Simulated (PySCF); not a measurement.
The calculation's input:

```
mol = gto.M(atom='''
Hf     0.18297     0.00000    -0.45139
O      1.49648     0.00000     0.64260
Cl    -1.68949     0.00000     0.85737''',
    basis={'Hf': 'def2-SVP', 'O': 'def2-SVP', 'Cl': 'def2-SVP'},
    ecp={'Hf': 'def2-SVP'},
    charge=1, spin=0)
mf = dft.RKS(mol, xc='PBE0')
mf.grids.atom_grid = (75, 302)  # f atoms: at least (60, 302), unpruned
mf = mf.density_fit()  # Hf def2-universal-JKFIT, O def2-universal-JKFIT, Cl def2-universal-JKFIT
mf.conv_tol = 1e-09; mf.max_cycle = 55
mf.kernel(dm0)
```

Command:

```sh
OMP_NUM_THREADS=2 python run.py
```

Core potentials replace the inner electrons of Hf.

The calculation used RKS PBE0, Hf def2-SVP with ECP60, O def2-SVP, Cl def2-SVP; non-relativistic Hamiltonian with scalar-relativistic core potentials where named; density fitting in PySCF.

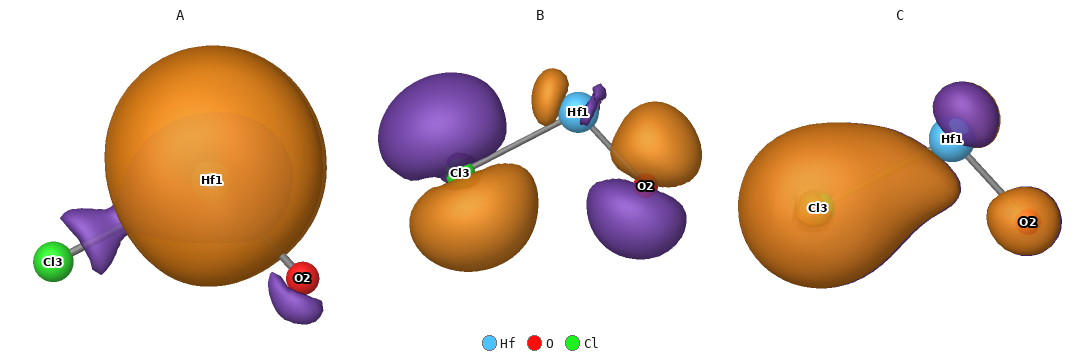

ClHfO (charge +1). Three frontier orbitals at ±0.1 Å⁻³ᐟ² (orange and purple are the two phases), in no order.

Question: Order the three orbitals by energy and name them.

Answer: C is the HOMO−1 (−15.03 eV). Its weight (Hirshfeld) is mainly on Cl3 (about 80 %) and Hf1 (about 15 %); it changes sign across the molecular plane (π type). B is the HOMO (−14.24 eV). Its weight (Hirshfeld) is mainly on Cl3 (about 60 %), O2 (about 30 %) and Hf1 (about 10 %); it is symmetric in the molecular plane (an in-plane orbital: σ, lone-pair or in-plane π type). A is the LUMO (−9.34 eV). It lies mainly on Hf1 (about 95 %).

Question: What is the HOMO–LUMO gap?

Answer: 4.90 eV between the orbital energies.
